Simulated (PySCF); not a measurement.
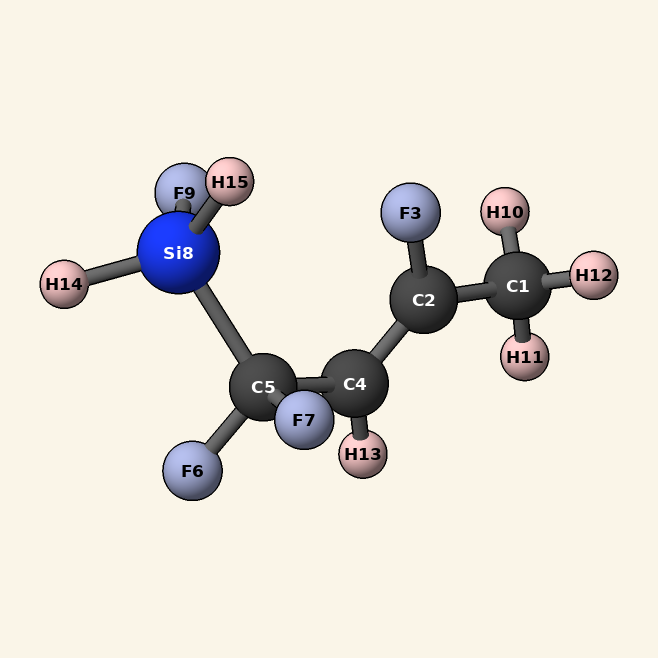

The geometry was computed by an optimisation with GFN2-xTB. No frequency run is at hand to confirm it as a minimum. Method: GIAO PBE0/pcSseg-1 NMR shielding, non-relativistic, gas phase (PySCF 2.14.0). Principal shieldings σ11 ≤ σ22 ≤ σ33, span Ω = σ33 − σ11, skew κ = 3(σiso − σ22)/Ω.

Give the shielding tensors of the Si atoms.

```
atom    σ11    σ22    σ33   σiso     Ω      κ
 Si8  309.6  353.6  390.0  351.1  80.4  −0.10
```

Shieldings and span in ppm.

The geometry is semi-empirical. Around Si such bond lengths and angles can be off by a tenth of an ångström or more and by several degrees, and values that hang on the shape move with them.
